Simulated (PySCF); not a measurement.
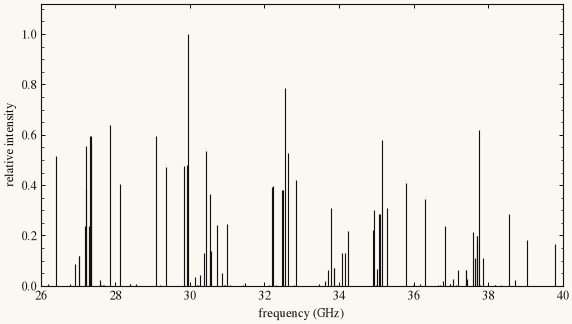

Simulated rotational absorption lines between 26 and 40 GHz at 3 K: rigid rotor with the equilibrium constants and dipole of one optimised conformer (PBE0-D3(BJ)/def2-SVP, PySCF), commonest isotopes; no centrifugal distortion, hyperfine structure, internal rotation or nuclear-spin weights; lines within 1 MHz of each other are summed.

Which molecule gives this spectrum?
A. C₂H₈Si₃, SMILES C#C[SiH2][SiH2][SiH3]
B. C₄H₄F₂Si, SMILES FC1=C[SiH2]C=C1F
C. C₃H₈BFO, SMILES [BH3-][O+]1CC[C@@H]1F

Option B. Rotational constants A, B, C = 3.620, 1.990, 1.304 GHz, |μa|, |μb|, |μc| = 1.64, 0.01, 0.01 D.

Known limits of this run: coarse grid, loose stop and no frequency check, small forces are noise and the end may be a saddle.
